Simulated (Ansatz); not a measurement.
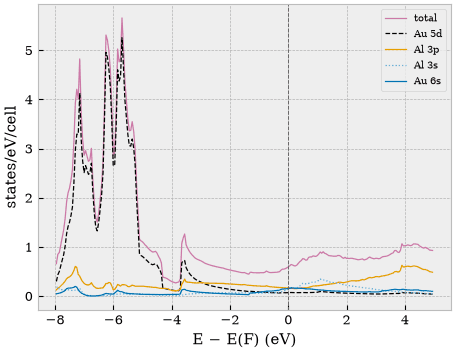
Total and projected density of states of AlAu (CsCl type, Pm-3m), r²SCAN in the plane-wave PAW code Ansatz

### Question
Which orbitals carry the states next to the Fermi level?

### Answer
Within 0.5 eV of the Fermi level: Al 3p 28 %, Au 6s 25 %, Al 3s 23 %, Au 5d 12 %, outside the projected shells 12 %. Projections are on Löwdin-orthogonalised atomic valence shells; empty p or d shells of many metals are not among them.

### Question
Where is the tallest occupied peak in this window, and what makes it?

### Answer
Near -5.7 eV, about 5.7 states/eV per cell; the largest projected share is Au 5d.

The workflow started from a Materials Project entry (that database holds measured and hypothetical structures alike); the Crystallography Open Database copy checked does not list it. With Al and Au taken as one species the cell has the higher symmetry Im-3m, so it may be an ordered model of a mixed-site phase. Its standing as an ambient phase is unchecked. The cell was relaxed with r²SCAN under the symmetry of its start. At this level the phase is mechanically unstable. Scalar-relativistic: spin–orbit coupling is off unless named, which matters more the heavier the elements.

Potentials: the later of the program's two PAW sets.
